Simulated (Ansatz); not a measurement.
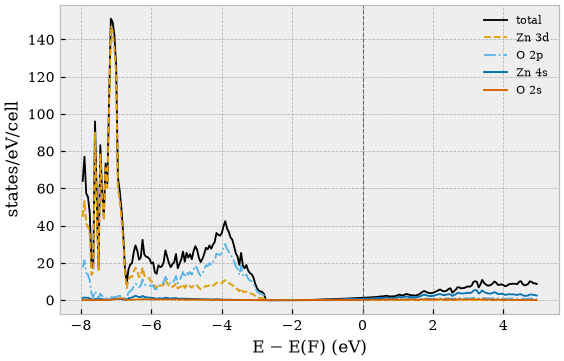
*Total and projected density of states of FO₁₅Zn₁₆ in space group P3m1 (No. 156; Pearson symbol hP32), the program Ansatz at the r²SCAN level (PAW)*

Which orbitals carry the states next to the Fermi level?

Within 0.5 eV of the Fermi level: Zn 4s 58 %, O 2p 22 %, O 2s 15 %. Projections are on Löwdin-orthogonalised atomic valence shells; empty p or d shells of many metals are not among them.

Where is the tallest occupied peak in this window, and what makes it?

Near -7.1 eV, about 150 states/eV per cell; the largest projected share is Zn 3d.

The start of the workflow was typed in or built on a structure type; neither database checked (COD, Materials Project) lists it. Whether it is the stable phase at ambient conditions was not checked. Symmetry was held in the r²SCAN relaxation; its stability against distortions is not shown here. With an odd number of electrons in the cell and no spin polarisation, the count alone makes it a metal.

Potentials: the later of the program's two PAW sets.
